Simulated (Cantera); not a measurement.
A closed system holds: 1 mol toluene, 0.038 mol O2, 91 mol H2, at 2700 °C.

Method: chemical equilibrium by Gibbs-energy minimisation in Cantera with the NASA 1993 tables (ideal gas, pure condensed phases). Candidate condensed phases: C, C6H6, C7H8, C8H18, H2O; 110 gas species. The ideal-gas law is rough above about 30 bar. The numbers say what is thermodynamically allowed, not how fast it happens.

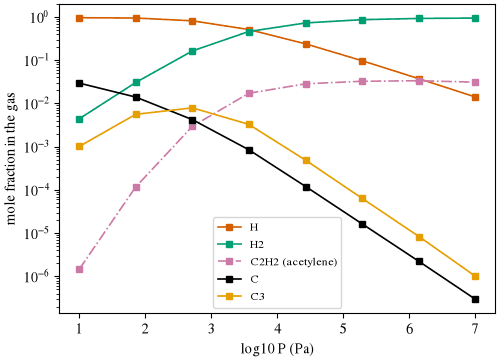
Figure: Equilibrium gas composition (values under 1e-9 drawn at 1e-9)

Problem. Read off the mole fractions at 1430 Torr.

Solution. H2 about 0.87, H about 0.098, C2H2 (acetylene) about 0.033, C3 about 6.5e-5, C about 1.7e-5.
